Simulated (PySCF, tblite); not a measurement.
# C₅H₉NS+ (doublet): geometry, infrared bands and EPR parameters

What infrared bands and EPR parameters should C₅H₉NS+ (doublet) (`C/N=C/C=C\[S+]C`) show?

Computed with tblite 0.8.0 and PySCF 2.14.0, with density-fitted response routines of our own, on a single molecule in the gas phase. Atoms are numbered from 0 throughout.

**1. The starting structure**

16 atoms, charge 1, multiplicity 2; geometry from: force field or distance geometry start.

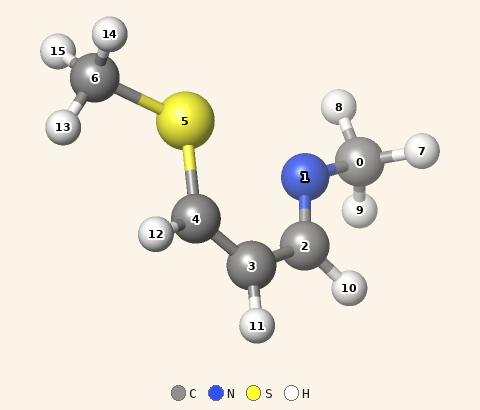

As it starts; carbon grey, nitrogen blue, sulfur yellow, hydrogen white, atoms numbered.

**2. Optimising the geometry with GFN2-xTB**

What the job is given:

```
{"job": {"kind": "relax", "xc": "GFN2-xTB", "basis": "xTB"}, "charge": 1, "multiplicity": 2}
C     -2.666000     1.042100     0.535700
N     -1.427100     0.358900     0.379000
C     -1.366500    -0.938200     0.448900
C     -0.152600    -1.699400     0.297400
C      1.037900    -1.184600     0.114600
S      1.197400     0.595500    -0.007000
C      2.975400     0.986900     0.000200
H     -3.316300     0.952100    -0.378000
H     -2.443500     2.128700     0.715400
H     -3.231300     0.708200     1.455300
H     -2.326900    -1.440300     0.606500
H     -0.234000    -2.796800     0.372700
H      1.944600    -1.759900     0.013500
H      3.503500     0.030100     0.265800
H      3.319400     1.219300    -1.028400
H      3.178400     1.806500     0.731900
```

Started as:

```sh
OMP_NUM_THREADS=1 python probes_run.py task.json out
```

This one command runs all jobs of the session in turn.

The log of the run:

```text
step      E/eV     max force
  0    -569.65181    3.235
  1    -569.83849    1.849
  2    -569.93371    0.880
  3    -569.98312    0.499
  4    -570.01990    0.691
  5    -570.05404    0.437
  6    -570.07128    0.271
  7    -570.08224    0.230
  8    -570.09220    0.244
  9    -570.10263    0.268
 10    -570.11322    0.276
 11    -570.12269    0.273
 12    -570.13096    0.244
 13    -570.13922    0.248
 14    -570.14802    0.283
 15    -570.15555    0.205
 16    -570.16083    0.161
 17    -570.16442    0.137
 18    -570.16718    0.124
 19    -570.17012    0.122
 20    -570.17311    0.131
 21    -570.17612    0.132
 22    -570.17966    0.211
 23    -570.18491    0.294
 24    -570.19268    0.302
 25    -570.20166    0.211
 26    -570.20929    0.260
 27    -570.21563    0.258
 28    -570.22223    0.260
 29    -570.23015    0.280
 30    -570.23893    0.210
 31    -570.24631    0.183
 32    -570.25162    0.204
 33    -570.25681    0.210
 34    -570.26323    0.210
 35    -570.26996    0.280
 36    -570.27698    0.303
 37    -570.28459    0.253
 38    -570.29211    0.209
 39    -570.29802    0.170
 40    -570.30136    0.131
 41    -570.30320    0.129
 42    -570.30496    0.116
 43    -570.30687    0.111
 44    -570.30859    0.093
 45    -570.30944    0.064
 46    -570.30999    0.059
 47    -570.31076    0.065
 48    -570.31162    0.074
 49    -570.31246    0.071
 50    -570.31316    0.056
 51    -570.31391    0.068
 52    -570.31488    0.078
 53    -570.31610    0.105
 54    -570.31742    0.113
 55    -570.31866    0.094
 56    -570.31991    0.090
 57    -570.32125    0.114
 58    -570.32270    0.099
 59    -570.32399    0.110
 60    -570.32513    0.101
 61    -570.32604    0.078
 62    -570.32694    0.070
 63    -570.32772    0.064
 64    -570.32856    0.071
 65    -570.32925    0.074
 66    -570.32980    0.066
 67    -570.33027    0.055
 68    -570.33072    0.056
 69    -570.33115    0.046
 70    -570.33148    0.043
 71    -570.33168    0.030
 72    -570.33183    0.031
 73    -570.33197    0.030
 74    -570.33213    0.028
 75    -570.33227    0.029
 76    -570.33240    0.031
 77    -570.33255    0.034
 78    -570.33276    0.038
 79    -570.33307    0.049
 80    -570.33363    0.067
 81    -570.33474    0.089
 82    -570.33678    0.128
 83    -570.33926    0.156
 84    -570.34217    0.117
 85    -570.33662    0.473
 86    -570.34550    0.112
 87    -570.34704    0.101
 88    -570.35000    0.235
 89    -570.35189    0.124
 90    -570.35372    0.068
 91    -570.35464    0.072
 92    -570.35596    0.088
 93    -570.35756    0.080
 94    -570.35931    0.086
 95    -570.36030    0.099
 96    -570.36086    0.096
 97    -570.36190    0.117
 98    -570.36309    0.083
 99    -570.36512    0.094
100    -570.36650    0.079
101    -570.36792    0.195
102    -570.36862    0.179
103    -570.37073    0.090
104    -570.37116    0.053
105    -570.37178    0.039
106    -570.37224    0.057
107    -570.37252    0.038
108    -570.37270    0.031
109    -570.37277    0.017
110    -570.37281    0.020
111    -570.37289    0.028
112    -570.37299    0.028
113    -570.37310    0.023
114    -570.37320    0.024
115    -570.37328    0.018
116    -570.37335    0.018
117    -570.37341    0.016
118    -570.37346    0.015
119    -570.37350    0.014
120    -570.37354    0.019
121    -570.37358    0.018
122    -570.37361    0.013
123    -570.37363    0.009
```

Run time: 0.76 s. Hardware: 1 thread of Arm Neoverse V1, shared host.

Along the way: (not every step is listed)

```csv
step,energy from step 0 (eV),largest force (eV/Å)
0,0.0000,3.2355
1,-0.1867,1.8485
2,-0.2819,0.8800
3,-0.3313,0.4990
4,-0.3681,0.6905
5,-0.4022,0.4366
6,-0.4195,0.2714
7,-0.4304,0.2295
8,-0.4404,0.2439
19,-0.5183,0.1225
30,-0.5871,0.2096
41,-0.6514,0.1293
52,-0.6631,0.0778
63,-0.6759,0.0640
74,-0.6803,0.0285
85,-0.6848,0.4727
96,-0.7091,0.0957
107,-0.7207,0.0380
118,-0.7217,0.0148
119,-0.7217,0.0140
120,-0.7217,0.0194
121,-0.7218,0.0184
122,-0.7218,0.0134
123,-0.7218,0.0093
```

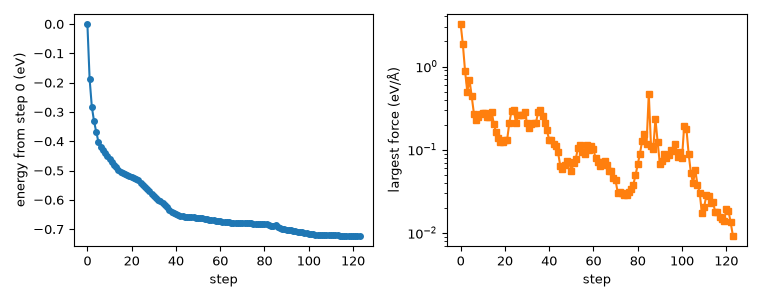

Energy and force, step by step.

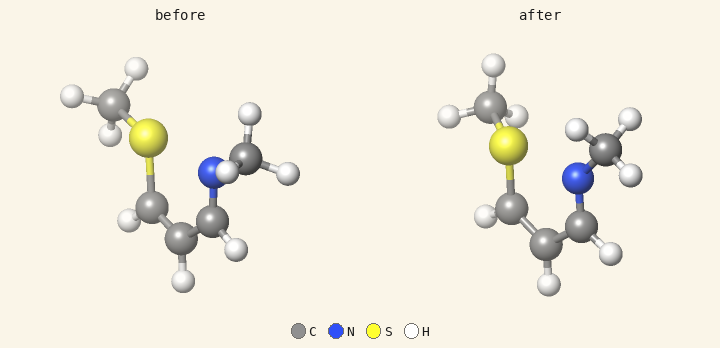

Before and after, at one scale.

Close pairs (by a distance rule), those that changed most:

```csv
bond,before (Å),after (Å),change (Å)
C4–S5,1.791,1.731,-0.060
C6–H13,1.125,1.085,-0.040
C3–C4,1.310,1.347,+0.037
C0–H9,1.130,1.094,-0.036
N1–C2,1.300,1.267,-0.034
C0–H7,1.125,1.093,-0.032
C6–H15,1.117,1.085,-0.032
C0–H8,1.124,1.092,-0.031
```

The end geometry stands in the next job.

**3. Infrared spectrum with GFN2-xTB**

What the job is given:

```
{"job": {"kind": "ir", "xc": "GFN2-xTB", "basis": "xTB"}, "charge": 1, "multiplicity": 2}
C     -2.239890     1.129152     0.585995
N     -1.261593     0.135592     0.417889
C     -1.313169    -1.121406     0.564978
C     -0.129156    -1.878543     0.274538
C      0.955441    -1.191211    -0.133096
S      0.817491     0.511511    -0.411917
C      2.515153     1.022991     0.023168
H     -2.270997     1.748517    -0.313647
H     -1.961775     1.774932     1.421967
H     -3.234389     0.707716     0.759093
H     -2.203290    -1.635977     0.925420
H     -0.115883    -2.944610     0.426402
H      1.919651    -1.642726    -0.297064
H      2.804192     0.612721     0.984793
H      3.182076     0.672711    -0.761142
H      2.528539     2.107572     0.056179
```

The log of the run:

```text
mode    cm-1     km/mol
  1      83.3      4.13
  2      97.4      0.34
  3     114.0      2.82
  4     135.8      2.19
  5     165.0      1.40
  6     246.4      3.36
  7     299.5      8.40
  8     317.1      6.62
  9     431.1      2.01
 10     445.5      3.32
 11     675.1     25.80
 12     701.9      0.13
 13     734.2     37.97
 14     797.4      5.73
 15     861.5      2.39
 16     877.1      2.38
 17     889.6     25.07
 18     932.6     14.63
 19     987.4      8.05
 20    1060.6      2.86
 21    1061.8      4.19
 22    1099.7     22.40
 23    1153.1     28.96
 24    1212.4      7.33
 25    1291.8     10.68
 26    1298.6      2.04
 27    1373.2     57.11
 28    1393.5     26.92
 29    1395.5     14.10
 30    1415.6     15.11
 31    1417.0     24.69
 32    1501.3     22.72
 33    1678.9      2.85
 34    2954.9      1.71
 35    2959.7      0.14
 36    2976.0      1.17
 37    2993.2      5.77
 38    3023.8     16.92
 39    3060.4      4.16
 40    3072.7      4.15
 41    3103.7     10.68
 42    3125.6      9.20
```

Wall time 0.48 s (1 thread of Arm Neoverse V1, shared host).

The strongest bands and the atoms that carry them (share of the mass-weighted mode):

```csv
cm⁻¹,km/mol,atoms
675,25.8,"C6 53 %, S5 24 %"
734,38.0,"H12 40 %, H11 21 %, C4 12 %"
890,25.1,"H14 41 %, H13 28 %, C6 13 %"
1153,29.0,"H11 24 %, N1 24 %, C0 16 %"
1373,57.1,"H7 38 %, H9 24 %, H8 22 %, C0 15 %"
1394,26.9,"H9 47 %, H8 35 %"
1417,24.7,"H7 42 %, H8 31 %, H9 20 %"
1501,22.7,"C3 49 %, C4 38 %"
```

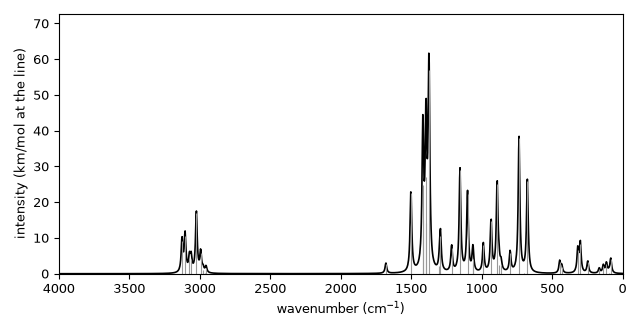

The infrared spectrum from these modes, unscaled. Lines are broadened to a width of 14 cm⁻¹ (Lorentzian).

**4. g tensor and hyperfine couplings: B3LYP/pcH-1**

Same as in step 3 but for these lines:

```diff
@@ -1,2 +1,2 @@
-{"job": {"kind": "ir", "xc": "GFN2-xTB", "basis": "xTB"}, "charge": 1, "multiplicity": 2}
+{"job": {"kind": "epr", "basis": "pcH-1"}, "charge": 1, "multiplicity": 2}
 C     -2.239890     1.129152     0.585995
```

Method: UKS B3LYP, pcH-1 on C H N S, non-relativistic, mean-field spin-orbit, GIAO.

The log of the run:

```text
UKS, coarse grid
  cycle   1  E = -648.56155661  |g| = 2.72e-01
  cycle   2  E = -648.54727192  |g| = 3.05e-01
  cycle   3  E = -648.58943122  |g| = 6.76e-02
  cycle   4  E = -648.59124760  |g| = 4.21e-02
  cycle   5  E = -648.59223297  |g| = 8.32e-03
  cycle   6  E = -648.59228675  |g| = 3.86e-03
  cycle   7  E = -648.59230314  |g| = 2.91e-03
  cycle   8  E = -648.59231278  |g| = 1.99e-03
  cycle   9  E = -648.59231739  |g| = 1.01e-03
  cycle  10  E = -648.59231940  |g| = 5.17e-04
UKS, final grid
  cycle   1  E = -648.59233632  |g| = 7.86e-04
  cycle   2  E = -648.59233557  |g| = 1.54e-03
  cycle   3  E = -648.59233676  |g| = 2.80e-04
  cycle   4  E = -648.59233681  |g| = 1.17e-04
  cycle   5  E = -648.59233688  |g| = 7.55e-05
  cycle   6  E = -648.59233689  |g| = 1.98e-05
  cycle   7  E = -648.59233689  |g| = 1.12e-05
E = -648.59233689 Eh   <S^2> = 0.7632 (exact 0.7500)
g shifts (ppm)      1          2          3
  rmc          -260       -260       -260
  gc             10         88         26
  oz_so         398       4384      11658
  total         148       4211      11424
hyperfine (MHz)  atom isotope    a_iso     a_fc   dipolar eigenvalues
    0   13C      -5.11      -5.15     -4.07     -3.23      7.30
    1   14N     110.20     110.14    -23.88    -17.12     41.00
    2   13C     -11.50     -11.51    -12.74      1.06     11.68
    3   13C      15.85      15.96    -11.82    -10.00     21.82
    4   13C     -22.34     -22.42    -13.10      5.11      7.99
    5   33S     136.89     137.15    -45.50    -40.34     85.84
    6   13C      24.02      23.87     -7.92     -7.44     15.36
    7    1H      45.09      45.09     -5.07     -3.56      8.63
    8    1H       7.97       7.96     -4.70     -1.64      6.34
    9    1H      56.42      56.42     -4.10     -1.16      5.26
   10    1H      88.43      88.43     -4.33      0.35      3.98
   11    1H     -10.95     -10.93     -5.93     -1.87      7.80
   12    1H      20.51      20.50     -2.76     -1.19      3.96
   13    1H       0.91       0.89     -5.39     -2.24      7.63
   14    1H      77.92      77.93     -5.67      0.44      5.23
   15    1H      -2.73      -2.77     -5.29     -2.11      7.40
```

Wall time 78 s (1 thread of Arm Neoverse V1, shared host); peak memory 1.1 GiB.

Principal g values 2.00247, 2.00653, 2.01374; g(iso) = 2.00758, against 2.00232 for a free electron.

Mean a(iso) over the nuclei that a row names, and the largest dipolar term of the row (other rows stand at the frozen geometry):

```csv
nuclei,isotope,a(iso) (MHz),"a(iso) (G, at g = 2.0023)",largest dipolar term (MHz)
S5,33S,136.9,48.8,85.8
N1,14N,110.2,39.3,41.0
H10,1H,88.4,31.6,-4.3
"H7, H8, H9",1H,36.5,13.0,8.6
"H13, H14, H15",1H,25.4,9.1,7.6
C6,13C,24.0,8.6,15.4
C4,13C,-22.3,-8.0,-13.1
H12,1H,20.5,7.3,4.0
C3,13C,15.8,5.7,21.8
C2,13C,-11.5,-4.1,-12.7
H11,1H,-10.9,-3.9,7.8
C0,13C,-5.1,-1.8,7.3
```

Mulliken spin populations:

C0 0.00; N1 0.43; C2 -0.07; C3 0.15; C4 -0.10; S5 0.43; C6 0.05; H7 0.02; H8 0.00; H9 0.02; H10 0.04; H11 -0.01; H12 0.01; H13 0.00; H14 0.03; H15 0.00

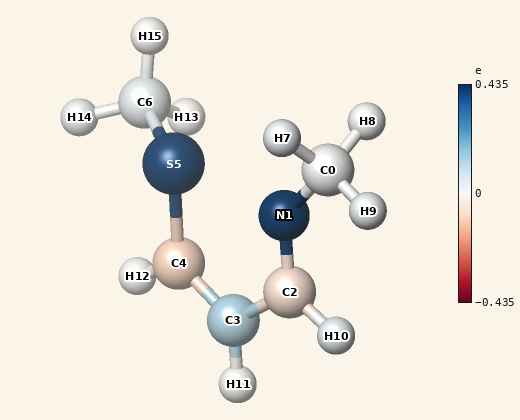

Mulliken spin populations, as colours on the atoms.

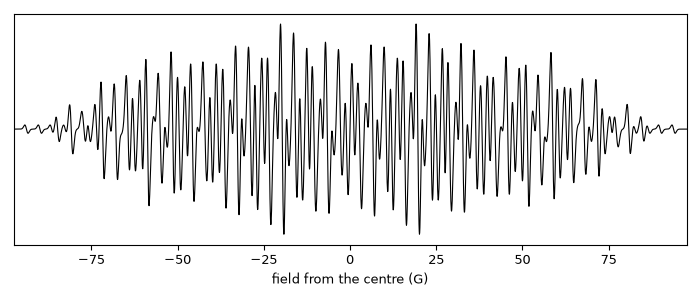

First-order isotropic spectrum (first derivative, main isotopes with spin only, couplings over 0.8 MHz, Gaussian width 0.5 G; couplings of the frozen geometry, rotation of groups not averaged beyond the rows shown).

The fields below are evaluated on a grid from the run's orbitals.

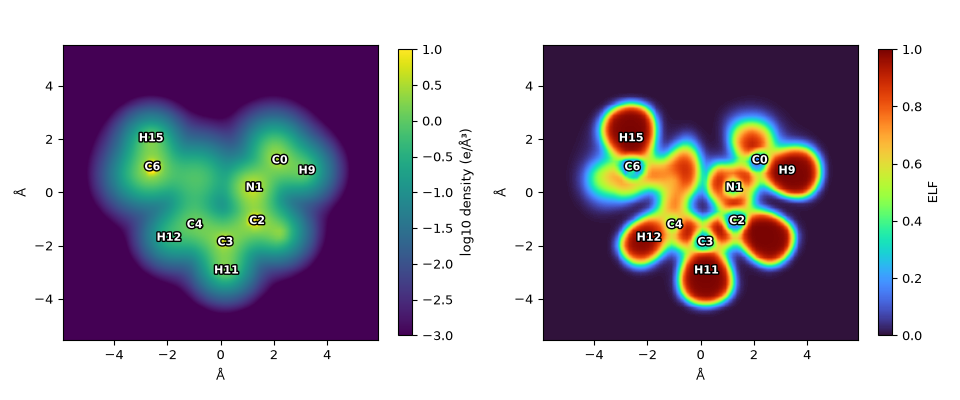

Density (left) and ELF (right) in a plane through or near 10 of the atoms.

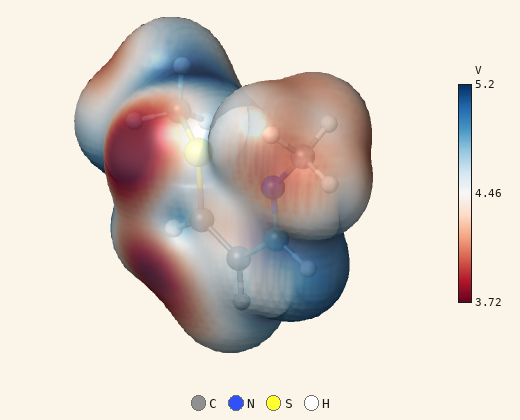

Electrostatic potential on the surface of density 0.002 e/bohr³; red is low, blue high. It runs from 3.72 V near S5 to 5.20 V near H12.

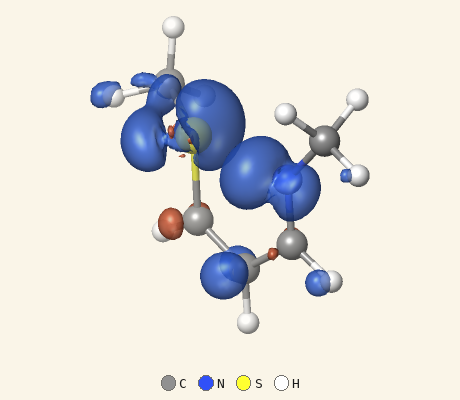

Spin density at ±0.05 e/Å³ (alpha excess blue, beta excess red).

**5. Outcome**

```
                                 quantity                 value
strongest single infrared mode (GFN2-xTB)  1373 cm⁻¹, 57 km/mol
             zero-point energy (GFN2-xTB)         79.2 kcal/mol
                           g(iso) (B3LYP)               2.00758
                                     ⟨S²⟩    0.763 (exact 0.75)
       largest a(iso) (averaged by class)  33S on S5, 136.9 MHz
```

What this shows: Over 123 steps the energy fell by 0.722 eV; of the close pairs, C4–S5 changed most, 1.791 to 1.731 Å. The frame itself reshapes: N1···S5 goes from 2.66 to 2.27 Å. All 42 modes are real, so the xTB geometry is a minimum. The strongest single mode, at 1373 cm⁻¹, moves mainly H7, H9 and H8. GFN2-xTB is a fitted tight-binding method: band positions and strengths are rough. Its intensities can rank the bands wrongly. The largest spin populations lie on N1 (0.43 e), S5 (0.43 e). The isotropic g lies 5.3 ppt above the free-electron value.
